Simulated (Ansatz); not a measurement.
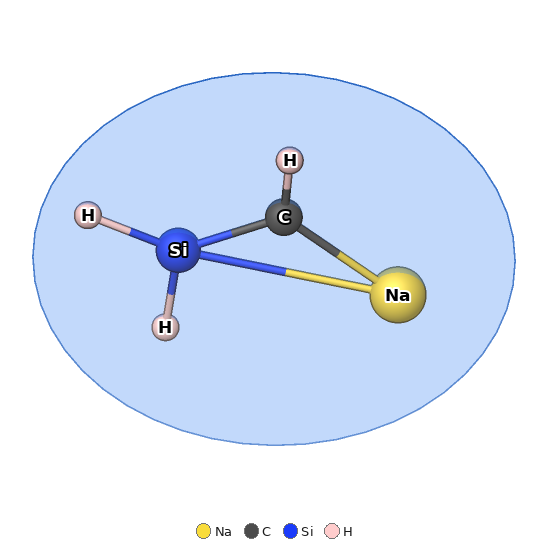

All proper rotation axes (lines) and mirror planes (discs) of the structure are drawn in. Depth is shown by fading: the farther an atom, the more it takes the colour of the background. The geometry was computed by an optimisation with PBE0-D4/def2-TZVP. No frequency run is at hand to confirm it as a minimum.

Name the symmetry elements and the point group.

Answer. It has 1 mirror plane. Point group Cs. The group has 2 operations. The geometry is achiral, and symmetry allows a dipole moment.
